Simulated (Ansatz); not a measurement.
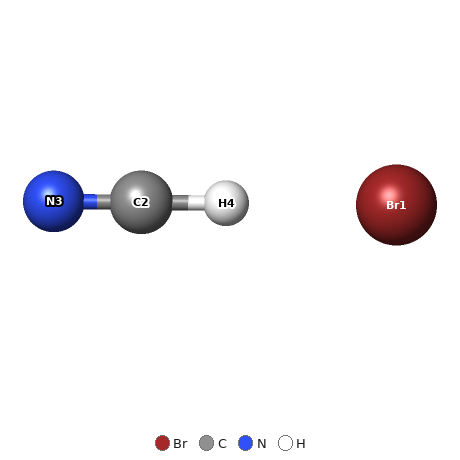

Interaction curve of the pair Br⁻ (A) and CHN (B), SMILES [Br-].C#N, from the arrangement drawn (closest contact, H···H pairs aside, Br1···H4 2.24 Å; others can bind more strongly), without the energy that it costs to deform the partners. The Ansatz code 0.2.0, def2-TZVPPD, cores frozen in correlated methods. Fragment B of a pair is moved rigidly from the minimum (PBE0-D4/def2-TZVPD) along the line between the fragments' mean atom positions; interaction energies with counterpoise. On heavy atoms the filled d shell below the valence is correlated. Straight lines join the computed points.

Methods: ωB97M-V, PBE-D4, CCSD(T), MP2 and PBE0-D4.

Q: Which curve follows CCSD(T) best, and which worst?

A: Best MP2, worst PBE0-D4; largest departures, offsets in depth included: MP2 0.70, ωB97M-V 1.67, PBE-D4 3.06, PBE0-D4 3.29 kcal/mol. CCSD(T) is in the same finite basis, not at its limit.

Q: Give the computed values.

A: In kcal/mol:
| shift of fragment B (Å) | ωB97M-V | PBE-D4 | CCSD(T) | MP2 | PBE0-D4 |
| --- | --- | --- | --- | --- | --- |
| −0.22 | −18.11 | −19.50 | −16.44 | −17.14 | −19.73 |
| −0.11 | −19.51 | −20.60 | −18.05 | −18.60 | −20.85 |
| 0.00 | −20.04 | −20.88 | −18.75 | −19.19 | −21.14 |
| 0.11 | −19.99 | −20.65 | −18.85 | −19.20 | −20.89 |
| 0.27 | −19.33 | −19.79 | −18.36 | −18.61 | −20.02 |
| 0.56 | −17.26 | −17.52 | −16.54 | −16.69 | −17.71 |
| 1.12 | −13.07 | −13.19 | −12.66 | −12.73 | −13.33 |
| 2.24 | −7.76 | −7.72 | −7.55 | −7.59 | −7.84 |

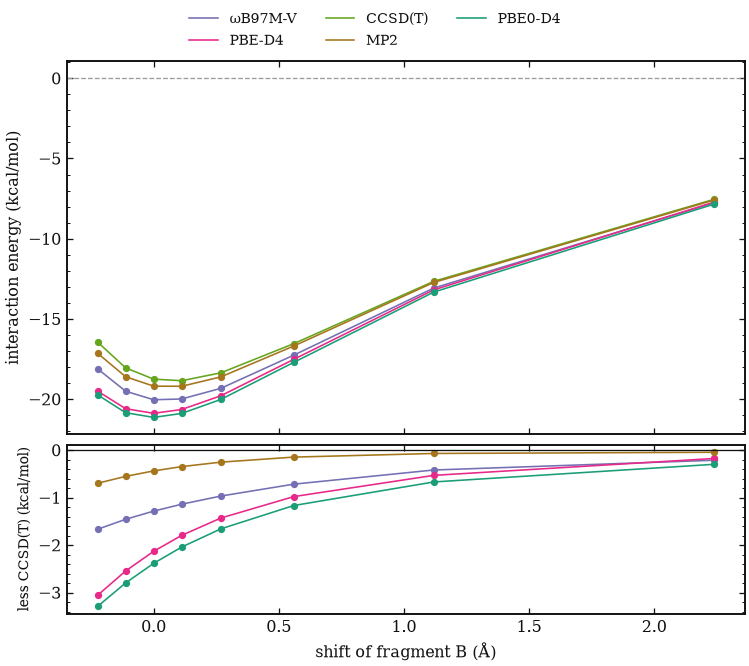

Caveats: no scalar relativity up to krypton.
